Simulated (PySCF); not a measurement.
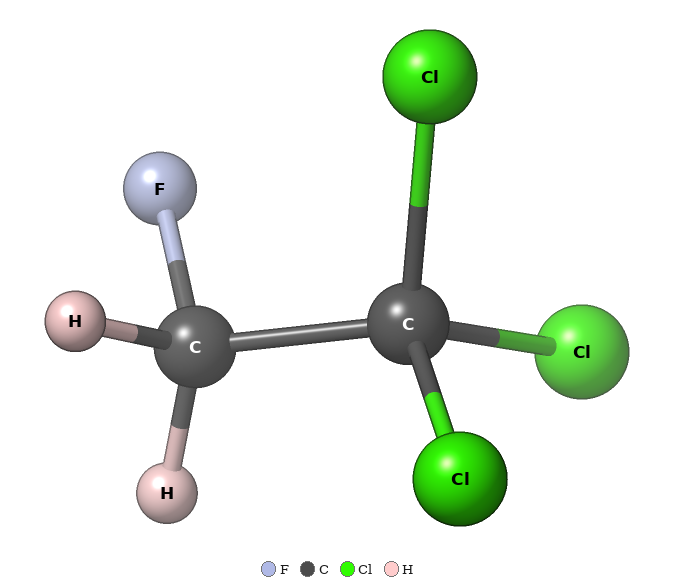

Orthographic view. Distant atoms are faded towards the background colour. Geometry: a frame of a GFN2-xTB molecular-dynamics simulation, not a minimum.

Write the InChI string.

InChI=1S/C2H2Cl3F/c3-2(4,5)1-6/h1H2
